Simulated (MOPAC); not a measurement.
# Geometry relaxation of C$_{2}$F$_{4}$O (part 2 of 2)

Continued. System: C$_{2}$F$_{4}$O, SMILES FC1(F)OC1(F)F. Method: RM1, RHF (MOPAC 23.2.5). The atoms were displaced at random from an optimised geometry.

Geometry of the input (Å):
```
F  -0.3090  -1.1689  1.3665
C  -0.1075  -0.6995  0.1245
F  -0.6258  -1.5478  -0.7425
O  1.1608  -0.2020  -0.1364
C  0.0815  0.6971  -0.1502
F  0.0751  1.6330  0.7881
F  -0.2240  1.2425  -1.3070
```

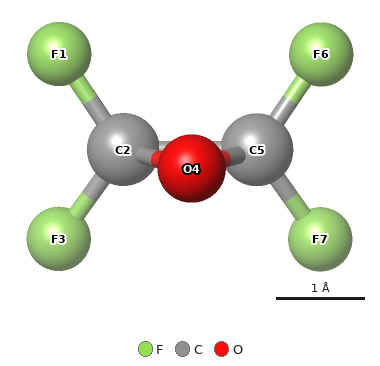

Fig. 1: The geometry at step 14 of the log (ball-and-stick view, seen at a tilt; atoms are numbered from 1 in the order of the input).

**Trajectory as extended XYZ, continued**
```
7
Properties=species:S:1:pos:R:3:forces:R:3 step=4 energy=-8.79981
F    -0.3035   -1.2015    1.3665    0.1285  -0.2277   0.0333
C    -0.1303   -0.7384    0.1456   -0.5727  -0.0198   0.2383
F    -0.6198   -1.5801   -0.7382    0.1178  -0.3142  -0.0903
O     1.1371   -0.1900   -0.1342    0.6175  -0.2178  -0.0972
C     0.0799    0.7340   -0.1496   -0.7842   0.2800  -0.7172
F     0.0921    1.6577    0.7797    0.2066   0.5320   0.3582
F    -0.2114    1.2733   -1.3222    0.2865  -0.0324   0.2751
7
Properties=species:S:1:pos:R:3:forces:R:3 step=5 energy=-8.81005
F    -0.3023   -1.2035    1.3652    0.0585  -0.2900   0.2963
C    -0.1382   -0.7392    0.1478    0.1581   0.4833  -0.0578
F    -0.6174   -1.5821   -0.7371    0.0121  -0.4277  -0.2150
O     1.1433   -0.1931   -0.1355   -0.4586   0.0285   0.0108
C     0.0714    0.7344   -0.1558   -0.0853   0.1950   0.4241
F     0.0939    1.6639    0.7840    0.1597  -0.1516  -0.3310
F    -0.2093    1.2742   -1.3220    0.1555   0.1626  -0.1274
7
Properties=species:S:1:pos:R:3:forces:R:3 step=6 energy=-8.81614
F    -0.3009   -1.2095    1.3684    0.0908  -0.1022  -0.1220
C    -0.1409   -0.7338    0.1496   -0.1079  -0.2757  -0.2265
F    -0.6165   -1.5901   -0.7399    0.2792   0.1677   0.3560
O     1.1407   -0.1936   -0.1361   -0.6371   0.1658   0.0477
C     0.0661    0.7400   -0.1507    0.0732  -0.3643  -0.2649
F     0.0971    1.6658    0.7797    0.1517   0.3298   0.1791
F    -0.2061    1.2780   -1.3229    0.1500   0.0789   0.0306
7
Properties=species:S:1:pos:R:3:forces:R:3 step=7 energy=-8.82474
F    -0.2995   -1.2155    1.3667    0.1029  -0.0071  -0.2041
C    -0.1423   -0.7347    0.1467   -0.3425  -0.2643   0.2960
F    -0.6133   -1.5938   -0.7347    0.1134  -0.0881   0.0124
O     1.1292   -0.1908   -0.1350    0.1002   0.0210  -0.0461
C     0.0650    0.7399   -0.1523   -0.1966   0.0781   0.0010
F     0.1008    1.6702    0.7783    0.1199   0.1427   0.0318
F    -0.2020    1.2816   -1.3225    0.1027   0.1177  -0.0910
7
Properties=species:S:1:pos:R:3:forces:R:3 step=8 energy=-8.82799
F    -0.2978   -1.2183    1.3646    0.0289  -0.1778   0.2675
C    -0.1467   -0.7362    0.1517   -0.2232  -0.1299  -0.3498
F    -0.6111   -1.5976   -0.7348    0.1473   0.0375   0.1340
O     1.1252   -0.1894   -0.1355    0.0665  -0.0514  -0.0069
C     0.0617    0.7390   -0.1525   -0.1925   0.3322   0.0951
F     0.1039    1.6743    0.7779    0.0872  -0.0608  -0.1457
F    -0.1992    1.2847   -1.3233    0.0860   0.0502   0.0059
7
Properties=species:S:1:pos:R:3:forces:R:3 step=9 energy=-8.82909
F    -0.2957   -1.2231    1.3677    0.0283  -0.0416  -0.0648
C    -0.1558   -0.7411    0.1487    0.4293   0.5541   0.2851
F    -0.6071   -1.6005   -0.7330   -0.1132  -0.3691  -0.2828
O     1.1238   -0.1889   -0.1361   -0.5452   0.0134   0.0685
C     0.0551    0.7436   -0.1514    0.1185  -0.2344   0.0386
F     0.1078    1.6778    0.7760    0.0446   0.0202  -0.0258
F    -0.1953    1.2888   -1.3241    0.0378   0.0575  -0.0187
7
Properties=species:S:1:pos:R:3:forces:R:3 step=10 energy=-8.83431
F    -0.2940   -1.2298    1.3652    0.0122   0.0060   0.0124
C    -0.1563   -0.7372    0.1506   -0.0295  -0.0461  -0.0075
F    -0.6055   -1.6086   -0.7309    0.0407   0.0184   0.0068
O     1.1153   -0.1886   -0.1342   -0.0901   0.0471  -0.0075
C     0.0521    0.7459   -0.1513    0.0237  -0.0705  -0.0019
F     0.1116    1.6822    0.7736    0.0248   0.0214   0.0023
F    -0.1919    1.2938   -1.3246    0.0182   0.0238  -0.0046
7
Properties=species:S:1:pos:R:3:forces:R:3 step=11 energy=-8.83452
F    -0.2930   -1.2317    1.3668    0.0003  -0.0009  -0.0083
C    -0.1594   -0.7392    0.1519    0.0139   0.0100  -0.0386
F    -0.6034   -1.6107   -0.7320    0.0235   0.0149   0.0349
O     1.1111   -0.1867   -0.1350    0.0177  -0.0800   0.0155
C     0.0503    0.7447   -0.1509   -0.0492   0.0995  -0.0022
F     0.1139    1.6844    0.7715    0.0028  -0.0318  -0.0005
F    -0.1895    1.2965   -1.3238   -0.0091  -0.0117  -0.0009
7
Properties=species:S:1:pos:R:3:forces:R:3 step=12 energy=-8.83467
F    -0.2926   -1.2318    1.3660   -0.0086   0.0027   0.0198
C    -0.1594   -0.7386    0.1514   -0.0061   0.0200  -0.0050
F    -0.6028   -1.6111   -0.7310   -0.0023  -0.0130  -0.0140
O     1.1104   -0.1881   -0.1344    0.0118   0.0165  -0.0074
C     0.0494    0.7463   -0.1513    0.0040  -0.0070  -0.0031
F     0.1142    1.6841    0.7725    0.0024  -0.0143  -0.0084
F    -0.1896    1.2968   -1.3249   -0.0012  -0.0048   0.0181
7
Properties=species:S:1:pos:R:3:forces:R:3 step=13 energy=-8.83470
F    -0.2930   -1.2311    1.3662   -0.0028   0.0083  -0.0036
C    -0.1592   -0.7383    0.1512   -0.0018  -0.0032   0.0044
F    -0.6030   -1.6108   -0.7311    0.0067  -0.0031  -0.0010
O     1.1112   -0.1879   -0.1347   -0.0036  -0.0001  -0.0016
C     0.0499    0.7459   -0.1513    0.0000  -0.0101  -0.0026
F     0.1139    1.6834    0.7725    0.0051   0.0028   0.0073
F    -0.1899    1.2964   -1.3245   -0.0037   0.0054  -0.0029
7
Properties=species:S:1:pos:R:3:forces:R:3 step=14 energy=-8.83471
F    -0.2931   -1.2308    1.3663   -0.0040   0.0043  -0.0008
C    -0.1593   -0.7384    0.1512    0.0001  -0.0012  -0.0014
F    -0.6028   -1.6110   -0.7312    0.0058  -0.0029   0.0021
O     1.1111   -0.1879   -0.1348   -0.0014  -0.0023  -0.0010
C     0.0498    0.7458   -0.1514   -0.0010   0.0008  -0.0010
F     0.1141    1.6832    0.7727    0.0040  -0.0022   0.0019
F    -0.1900    1.2966   -1.3245   -0.0034   0.0035   0.0002
7
Properties=species:S:1:pos:R:3:forces:R:3 step=15 energy=-8.83472
F    -0.2935   -1.2296    1.3665   -0.0055  -0.0015   0.0016
C    -0.1595   -0.7384    0.1510    0.0036  -0.0005  -0.0056
F    -0.6020   -1.6119   -0.7312    0.0021  -0.0020   0.0046
O     1.1108   -0.1880   -0.1353    0.0024  -0.0034  -0.0003
C     0.0496    0.7457   -0.1516   -0.0005   0.0109   0.0009
F     0.1145    1.6826    0.7731    0.0012  -0.0049  -0.0037
F    -0.1902    1.2972   -1.3243   -0.0032   0.0015   0.0024
7
Properties=species:S:1:pos:R:3:forces:R:3 step=16 energy=-8.83473
F    -0.2940   -1.2289    1.3665   -0.0043  -0.0027   0.0011
C    -0.1596   -0.7385    0.1507    0.0032  -0.0010  -0.0036
F    -0.6015   -1.6127   -0.7310    0.0003  -0.0009   0.0034
O     1.1108   -0.1881   -0.1357    0.0022  -0.0013  -0.0001
C     0.0496    0.7457   -0.1518    0.0007   0.0080   0.0012
F     0.1148    1.6821    0.7734    0.0003  -0.0027  -0.0037
F    -0.1904    1.2978   -1.3241   -0.0024   0.0007   0.0016
7
Properties=species:S:1:pos:R:3:forces:R:3 step=17 energy=-8.83473
F    -0.2945   -1.2284    1.3665   -0.0009  -0.0009  -0.0004
C    -0.1594   -0.7385    0.1505    0.0005  -0.0006   0.0010
F    -0.6011   -1.6133   -0.7307   -0.0001   0.0005  -0.0005
O     1.1108   -0.1882   -0.1360    0.0001   0.0009   0.0002
C     0.0497    0.7458   -0.1519    0.0007  -0.0010   0.0004
F     0.1151    1.6817    0.7736    0.0006   0.0014  -0.0001
F    -0.1907    1.2984   -1.3240   -0.0010  -0.0002  -0.0006
7
Properties=species:S:1:pos:R:3:forces:R:3 step=18 energy=-8.83473
F    -0.2944   -1.2286    1.3665   -0.0009  -0.0005  -0.0002
C    -0.1594   -0.7385    0.1505    0.0002  -0.0002   0.0004
F    -0.6012   -1.6131   -0.7307    0.0004   0.0003  -0.0003
O     1.1109   -0.1881   -0.1359    0.0001   0.0003   0.0002
C     0.0497    0.7458   -0.1519    0.0002  -0.0002   0.0003
F     0.1150    1.6819    0.7735    0.0009   0.0006  -0.0002
F    -0.1906    1.2982   -1.3240   -0.0010  -0.0004  -0.0002
7
Properties=species:S:1:pos:R:3:forces:R:3 step=19 energy=-8.83473
F    -0.2944   -1.2287    1.3664   -0.0006  -0.0001  -0.0001
C    -0.1594   -0.7385    0.1506   -0.0001   0.0002   0.0000
F    -0.6013   -1.6130   -0.7307    0.0008   0.0002  -0.0003
O     1.1109   -0.1881   -0.1358    0.0000   0.0000   0.0002
C     0.0497    0.7458   -0.1518   -0.0002   0.0001   0.0002
F     0.1150    1.6820    0.7734    0.0010   0.0001  -0.0001
F    -0.1907    1.2981   -1.3240   -0.0009  -0.0005   0.0000
7
Properties=species:S:1:pos:R:3:forces:R:3 step=20 energy=-8.83473
F    -0.2945   -1.2288    1.3664   -0.0003   0.0001   0.0000
C    -0.1594   -0.7385    0.1506   -0.0003   0.0004  -0.0001
F    -0.6013   -1.6130   -0.7308    0.0009   0.0002  -0.0002
O     1.1109   -0.1881   -0.1358   -0.0001  -0.0002   0.0002
C     0.0497    0.7458   -0.1518   -0.0003   0.0002   0.0001
F     0.1151    1.6820    0.7734    0.0009  -0.0002   0.0000
F    -0.1907    1.2981   -1.3240   -0.0007  -0.0005   0.0001
7
Properties=species:S:1:pos:R:3:forces:R:3 step=21 energy=-8.83473
F    -0.2947   -1.2289    1.3664    0.0004   0.0004   0.0002
C    -0.1593   -0.7385    0.1507   -0.0006   0.0006  -0.0004
F    -0.6011   -1.6129   -0.7309    0.0004   0.0000   0.0000
O     1.1109   -0.1881   -0.1357   -0.0001  -0.0005   0.0001
C     0.0497    0.7458   -0.1517   -0.0003   0.0004  -0.0001
F     0.1154    1.6822    0.7733    0.0001  -0.0006   0.0001
F    -0.1910    1.2979   -1.3240    0.0001  -0.0003   0.0002
7
Properties=species:S:1:pos:R:3:forces:R:3 step=22 energy=-8.83473
F    -0.2947   -1.2289    1.3664    0.0002   0.0002   0.0001
C    -0.1594   -0.7385    0.1507   -0.0003   0.0003  -0.0002
F    -0.6011   -1.6129   -0.7309    0.0002   0.0000   0.0000
O     1.1109   -0.1881   -0.1357   -0.0001  -0.0002   0.0001
C     0.0497    0.7458   -0.1518   -0.0001   0.0002  -0.0001
F     0.1153    1.6822    0.7733    0.0000  -0.0003   0.0000
F    -0.1910    1.2979   -1.3240    0.0000  -0.0001   0.0001
7
Properties=species:S:1:pos:R:3:forces:R:3 step=23 energy=-8.83473
F    -0.2947   -1.2287    1.3664   -0.0002  -0.0001  -0.0001
C    -0.1594   -0.7385    0.1506    0.0002  -0.0001   0.0002
F    -0.6010   -1.6130   -0.7308   -0.0001   0.0001  -0.0001
O     1.1109   -0.1881   -0.1358    0.0000   0.0001   0.0000
C     0.0497    0.7458   -0.1518    0.0001  -0.0001   0.0001
F     0.1153    1.6821    0.7734    0.0000   0.0002  -0.0001
F    -0.1910    1.2980   -1.3240   -0.0001   0.0000  -0.0001
7
Properties=species:S:1:pos:R:3:forces:R:3 step=24 energy=-8.83473
F    -0.2947   -1.2288    1.3664    0.0000   0.0000   0.0000
C    -0.1594   -0.7385    0.1506   -0.0001   0.0000   0.0000
F    -0.6010   -1.6130   -0.7309    0.0000   0.0000   0.0000
O     1.1109   -0.1881   -0.1357    0.0000   0.0000   0.0000
C     0.0497    0.7458   -0.1518    0.0000   0.0000   0.0000
F     0.1153    1.6821    0.7733    0.0000   0.0000   0.0000
F    -0.1910    1.2980   -1.3240    0.0000   0.0000   0.0000
```

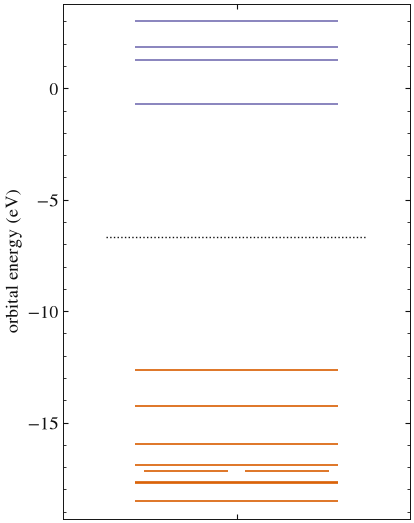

Fig. 2: Orbital energies near the frontier; the dotted line parts filled from empty levels, and levels within 0.02 eV of each other stand side by side. Highest filled −12.66 eV, lowest empty −0.73 eV, 11.93 eV apart.

**Results in brief**

```csv
quantity,value
outcome,converged
total energy,−92.449273 hartree
dispersion energy,0.000000 hartree
heat of formation,−203.73 kcal/mol
basis functions,28
largest force,0.000 eV/Å
HOMO,−12.66 eV
LUMO,−0.73 eV
dipole moment,1.08 D
peak memory,0.09 GiB
```

MOPAC's energies along a path are heats of formation.
